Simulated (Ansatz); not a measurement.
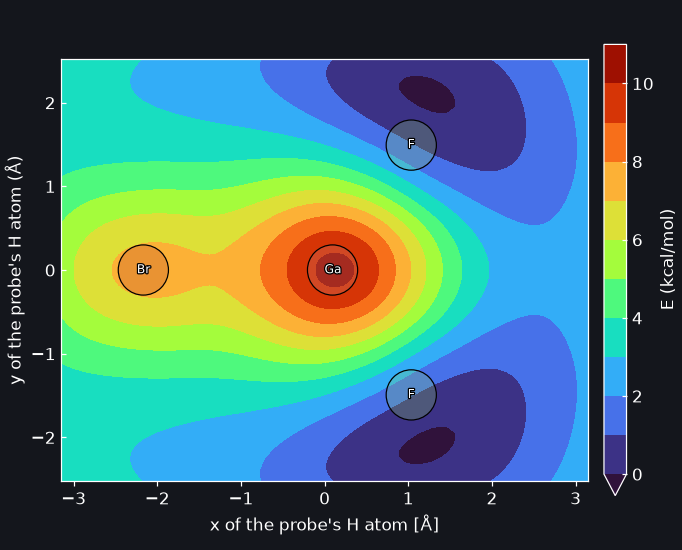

BrF₂Ga (SMILES [F][Ga]([F])[Br]) with the probe H2O. The probe is moved over a plane parallel to the molecule's main plane, 2.10 Å above it. The first coordinate is: x of the probe's H atom; the second: y of the probe's H atom. Nothing is relaxed (molecule and probe rigid, the probe upright with H nearest the plane). Grid: 11 × 9 points; 55 points were computed and 44 follow by symmetry. Points are written as (first, second). All energies are given in kcal/mol relative to the lowest grid point. Computed with RKS PBE-D4/def2-SVPD in Ansatz.

Drawn: filled contours, labelled circles for the molecule's atoms, projected on the plane. Between grid points the surface is interpolated.

The lowest grid point is at (1.26 Å, −1.89 Å); the map holds 2 wells of about this depth. The bottom of the well lies between grid points, at about (1.27 Å, −2.07 Å), about 0.1 kcal/mol lower on the interpolated surface. It is the only kind of minimum in the scanned range. The highest grid point, (0.00 Å, 0.00 Å), lies 10.2 kcal/mol above the lowest. On the interpolated surface the easiest way out of the lowest well to a well of about the same depth near (1.26 Å, 1.89 Å) passes a barrier of about 2.3 kcal/mol, counted from the interpolated bottom of the well. Near the minimum the curvatures are about 0.071 and 0.22 eV/Å² along the soft and the stiff direction.

The scan is repeated with another setting: the probe is moved over a plane parallel to the molecule's main plane, 2.50 Å above it; the new grid has 17 × 15 points.

### What will the new map look like?

The minimum (interpolated where it lies between grid points) moves from about (1.27 Å, −2.07 Å) to about (1.32 Å, −2.08 Å). The easiest pass out of the lowest well goes from about 2.3 to about 1.4 kcal/mol on the interpolated surfaces.

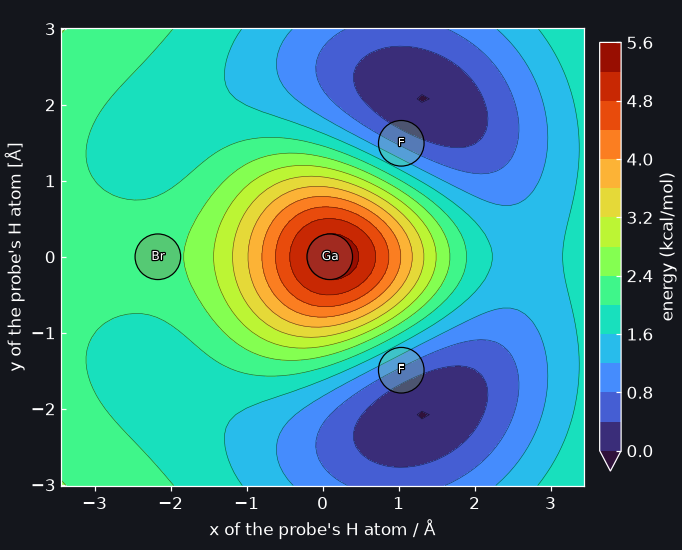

The map after the change, on a colour scale of its own. The picture shows filled contours, labelled circles for the molecule's atoms, projected on the plane. Between grid points the surface is interpolated.
